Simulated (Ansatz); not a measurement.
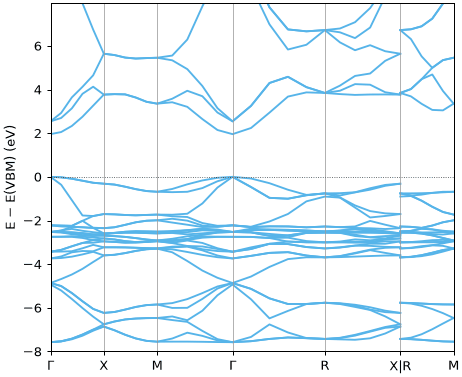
Figure. Band structure from DFT-HSE06 in the program Ansatz with PAW potentials

Task: Read off the gap and where the band edges lie.

Result: About 2.0 eV (1.96 eV among the points solved); maximum at Γ, minimum at Γ.

Task: Pick the material that matches.
A. SrTiO3, cubic perovskite
B. Cu2O, Pn-3m (Cu on 4c, O on 2a)
C. BaTiO3, cubic perovskite

Result: B, Cu2O, Pn-3m (Cu on 4c, O on 2a)

Symmetry was held in the HSE06 relaxation. No spin polarisation was allowed. The hybrid was solved on a coarse mesh, the path and, where they were found, the r²SCAN edge points; its band edges are the extreme levels among these.

Potentials: the earlier of the program's two PAW sets. The files were generated under PBE; for other functionals the program regenerates the frozen cores, and for LDA and PBEsol the local potential too.
